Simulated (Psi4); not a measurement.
**CHCl2F (dichlorofluoromethane): TPSSh/cc-pVDZ (density fitting, sweep point 4)**

Aim: a single-point energy of CHCl2F (dichlorofluoromethane). 

The calculation is run with Psi4 1.11.

4 further runs of the same task are left out: 4 set aside as unsound or not needed.

## (1) The molecule

CHCl2F: 5 atoms, total charge 0, spin state singlet. As SMILES, `FC(Cl)Cl`. Geometry: relaxed at PBE0-D4/def2-TZVP.

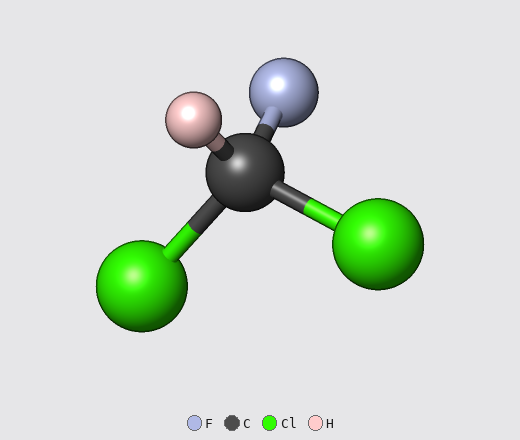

Viewed from a chosen angle; fluorine light blue, carbon dark grey, chlorine green, hydrogen pink.

## (2) A single-point energy at TPSSh/cc-pVDZ (density fitting, sweep point 4)

chcl2f.inp reads:

```
memory 1600 mb

molecule m {
  F     -0.590600     0.132500     1.230400
  C      0.006400     0.099400     0.030700
  Cl     1.459900    -0.886800     0.126900
  Cl    -1.120400    -0.525200    -1.167100
  H      0.294600     1.106400    -0.262500
  symmetry c1
}

set globals {
  basis    cc-pVDZ
  scf_type df
  guess    huckel
}

e, wfn = energy('tpssh', return_wfn=True)
print_variables()
```

Command:

```console
$ psi4 -n 1 chcl2f.inp chcl2f.out
```

chcl2f.out:

```text
Psi4 1.11 release

   => Loading Basis Set <=

    Name: CC-PVDZ
    Role: ORBITAL
    Keyword: BASIS

         ---------------------------------------------------------
                                   SCF
                              RKS Reference
                        1 Threads,   1525 MiB Core
         ---------------------------------------------------------

  ==> Geometry <==

    Molecular point group: c1
    Full point group: C1

    Geometry (in Angstrom), charge = 0, multiplicity = 1:

       Center              X                  Y                   Z               Mass
    ------------   -----------------  -----------------  -----------------  -----------------
         F           -0.600656251474     0.569513487678     1.356892268144    18.998403162730
         C           -0.003656251474     0.536413487678     0.157192268144    12.000000000000
         CL           1.449843748526    -0.449786512322     0.253392268144    34.968852682000
         CL          -1.130456251474    -0.088186512322    -1.040607731856    34.968852682000
         H            0.284543748526     1.543413487678    -0.136007731856     1.007825032230

  Running in c1 symmetry.

  Rotational constants: A =      0.23438  B =      0.11019  C =      0.07845 [cm^-1]
  Rotational constants: A =   7026.46360  B =   3303.41304  C =   2351.86447 [MHz]
  Nuclear repulsion =  211.954260524294256

  Charge       = 0
  Multiplicity = 1
  Electrons    = 50
  Nalpha       = 25
  Nbeta        = 25

  ==> Algorithm <==

  SCF Algorithm Type is DF.
  DIIS enabled.
  MOM disabled.
  Fractional occupation disabled.
  Guess Type is HUCKEL.
  Energy threshold   = 1.00e-06
  Density threshold  = 1.00e-06
  Integral threshold = 1.00e-12

  ==> Primary Basis <==

  Basis Set: CC-PVDZ
    Blend: CC-PVDZ
    Number of shells: 31
    Number of basis functions: 69
    Number of Cartesian functions: 73
    Spherical Harmonics?: true
    Max angular momentum: 2

  ==> DFT Potential <==

   => LibXC <=

    Version 7.1.2

   => Composite Functional: TPSSH <=

    TPSSh Hyb-GGA Exchange-Correlation Functional

    Deriv               =              1
    GGA                 =           TRUE
    Meta                =           TRUE

    Exchange Hybrid     =           TRUE
    MP2 Hybrid          =          FALSE

   => Exchange Functionals <=

    0.9000   Tao, Perdew, Staroverov & Scuseria

   => Exact (HF) Exchange <=

    0.1000               HF

   => Correlation Functionals <=

    1.0000   Tao, Perdew, Staroverov & Scuseria

   => LibXC Density Thresholds  <==

    XC_HYB_MGGA_XC_TPSSH:  1.00E-15

   => Molecular Quadrature <=

    Radial Scheme          =       TREUTLER
    Pruning Scheme         =           NONE
    Nuclear Scheme         =       TREUTLER

    Blocking Scheme        =         OCTREE
    BS radius alpha        =              1
    Pruning alpha          =              1
    Radial Points          =             75
    Spherical Points       =            302
    Total Points           =         105454
    Total Blocks           =            852
    Max Points             =            255
    Max Functions          =             69
    Weights Tolerance      =       1.00E-15

   => Loading Basis Set <=

    Name: (CC-PVDZ AUX)
    Role: JKFIT
    Keyword: DF_BASIS_SCF

  ==> Integral Setup <==

  DFHelper Memory: AOs need 0.016 GiB; user supplied 0.635 GiB.
  SCF_SUBTYPE=INCORE selected. In-core MEM_DF algorithm will be used.
  Using in-core AOs.

  ==> MemDFJK: Density-Fitted J/K Matrices <==

    J tasked:                   Yes
    K tasked:                   Yes
    wK tasked:                   No
    Memory [MiB]:               650
    Algorithm:                 Core
    Schwarz Cutoff:           1E-12
    Mask sparsity (%):       0.0000
    Fitting Condition:        1E-10

   => Auxiliary Basis Set <=

  Basis Set: (CC-PVDZ AUX)
    Blend: CC-PVDZ-JKFIT
    Number of shells: 129
    Number of basis functions: 387
    Number of Cartesian functions: 447
    Spherical Harmonics?: true
    Max angular momentum: 3

  Cached 100.0% of DFT collocation blocks in 0.482 [GiB].

  Minimum eigenvalue in the overlap matrix is 1.0930706744E-02.
  Reciprocal condition number of the overlap matrix is 2.7087097047E-03.
    Using symmetric orthogonalization.

  ==> Pre-Iterations <==

   -------------------------------------------------------
    Irrep   Nso     Nmo     Nalpha   Nbeta   Ndocc  Nsocc
   -------------------------------------------------------
     A         69      69      25      25      25       0
   -------------------------------------------------------
    Total      69      69      25      25      25       0
   -------------------------------------------------------

  ==> Iterations <==

                           Total Energy        Delta E     RMS |[F,P]|

   @DF-RKS iter   1: -1058.05151371218176   -1.05805e+03   2.31641e-02 ADIIS/DIIS
   @DF-RKS iter   2: -1056.59416866288257    1.45735e+00   3.44036e-02 ADIIS/DIIS
   @DF-RKS iter   3: -1058.95813105454863   -2.36396e+00   3.32377e-03 ADIIS/DIIS
   @DF-RKS iter   4: -1058.97577681601092   -1.76458e-02   1.59576e-03 ADIIS/DIIS
   @DF-RKS iter   5: -1058.97976861977577   -3.99180e-03   4.38864e-04 ADIIS/DIIS
   @DF-RKS iter   6: -1058.98012568050490   -3.57061e-04   1.14157e-04 ADIIS/DIIS
   @DF-RKS iter   7: -1058.98015236029846   -2.66798e-05   1.23290e-05 DIIS
   @DF-RKS iter   8: -1058.98015270587871   -3.45580e-07   2.38940e-06 DIIS
   @DF-RKS iter   9: -1058.98015272054181   -1.46631e-08   3.62842e-07 DIIS
  Energy and wave function converged.

  ==> Post-Iterations <==

   Electrons on quadrature grid:
      Ntotal   =   49.9999885751 ; deviation = -1.142e-05

    Orbital Energies [Eh]
    ---------------------

    Doubly Occupied:

       1A   -101.404719     2A   -101.404717     3A    -24.652376
       4A    -10.324258     5A     -9.397884     6A     -9.397839
       7A     -7.146932     8A     -7.146930     9A     -7.135843
      10A     -7.135842    11A     -7.135606    12A     -7.135604
      13A     -1.238910    14A     -0.891790    15A     -0.823883
      16A     -0.657440    17A     -0.545395    18A     -0.508034
      19A     -0.499963    20A     -0.388863    21A     -0.385987
      22A     -0.338988    23A     -0.318363    24A     -0.315572
      25A     -0.303404

    Virtual:

      26A     -0.019180    27A      0.028232    28A      0.068267
      29A      0.097415    30A      0.383725    31A      0.409497
      32A      0.446701    33A      0.477097    34A      0.480157
      35A      0.505765    36A      0.524937    37A      0.533122
      38A      0.548847    39A      0.556132    40A      0.600083
      41A      0.633981    42A      0.648341    43A      0.687842
      44A      0.694023    45A      0.706047    46A      0.728372
      47A      0.759701    48A      0.860261    49A      0.901808
      50A      0.973578    51A      1.075388    52A      1.104358
      53A      1.189347    54A      1.270721    55A      1.324528
      56A      1.338328    57A      1.347350    58A      1.654821
      59A      1.684223    60A      1.724251    61A      1.780667
      62A      1.835762    63A      2.354308    64A      2.409599
      65A      3.540264    66A      3.541731    67A      3.738251
      68A      3.785614    69A      4.006599

    Final Occupation by Irrep:
              A
    DOCC [    25 ]
    NA   [    25 ]
    NB   [    25 ]

  @DF-RKS Final Energy: -1058.98015272054181

   => Energetics <=

    Nuclear Repulsion Energy =            211.9542605242942557
    One-Electron Energy =               -1883.8026630798806309
    Two-Electron Energy =                 678.6286371661439034
    DFT Exchange-Correlation Energy =     -65.7603873310993805
    Empirical Dispersion Energy =           0.0000000000000000
    VV10 Nonlocal Energy =                  0.0000000000000000
    Total Energy =                      -1058.9801527205418097

Computation Completed

Properties will be evaluated at   0.000000,   0.000000,   0.000000 [a0]

Properties computed using the SCF density matrix

 Multipole Moments:

 ------------------------------------------------------------------------------------
     Multipole            Electronic (a.u.)      Nuclear  (a.u.)        Total (a.u.)
 ------------------------------------------------------------------------------------

 L = 1.  Multiply by 2.5417464519 to convert [e a0] to [Debye]
 Dipole X            :         -0.4022922            0.5410048            0.1387126
 Dipole Y            :         -0.9373790            1.4021284            0.4647494
 Dipole Z            :          0.5401637           -0.6868901           -0.1467264
 Magnitude           :                                                    0.5067167

 ------------------------------------------------------------------------------------

	total time  =          4 seconds =       0.07 minutes

  Variable Map:
  ----------------------------------------------------------------------------
  "CURRENT ENERGY"              =>   -1058.980152720542
  "CURRENT REFERENCE ENERGY"    =>   -1058.980152720542
  "DD SOLVATION ENERGY"         =>       0.000000000000
  "DFT FUNCTIONAL TOTAL ENERGY" =>   -1058.980152720542
  "DFT TOTAL ENERGY"            =>   -1058.980152720542
  "DFT VV10 ENERGY"             =>       0.000000000000
  "DFT XC ENERGY"               =>     -65.760387331099
  "GRID ELECTRONS ALPHA"        =>      24.999994287551
  "GRID ELECTRONS BETA"         =>      24.999994287551
  "GRID ELECTRONS TOTAL"        =>      49.999988575101
  "NUCLEAR REPULSION ENERGY"    =>     211.954260524294
  "ONE-ELECTRON ENERGY"         =>   -1883.802663079881
  "PCM POLARIZATION ENERGY"     =>       0.000000000000
  "PE ENERGY"                   =>       0.000000000000
  "SCF ITERATION ENERGY"        =>   -1058.980152720542
  "SCF ITERATIONS"              =>       9.000000000000
  "SCF TOTAL ENERGY"            =>   -1058.980152720542
  "TWO-ELECTRON ENERGY"         =>     678.628637166144
  "XC GRID RADIAL POINTS"       =>      75.000000000000
  "XC GRID SPHERICAL POINTS"    =>     302.000000000000
  "XC GRID TOTAL POINTS"        =>  105454.000000000000

  Array Variable Map:
  ----------------------------------------------------------------------------
  "CURRENT DIPOLE"              =>       0.138712636279 ... -0.146726438250 1 by 3
  "SCF DIPOLE"                  =>       0.138712636279 ... -0.146726438250 1 by 3
  "SCF TOTAL ENERGIES"          =>   -1058.051513712182 ... -1058.980152720542 1 by 9

    Psi4 run time: 0:00:04.21
```

It took 5.1 s on 1 thread of AMD EPYC 9R45 (Zen 5), shared host; peak memory 0.73 GiB.

## (3) Summary of results

Level: TPSSh/cc-pVDZ (density fitting, sweep point 4).

| quantity | value |
| --- | --- |
| total energy | -1058.98015 Eh |
| dipole moment | 1.29 D |
| HOMO energy | -8.26 eV |
| LUMO energy | -0.52 eV |
| HOMO–LUMO gap | 7.73 eV |
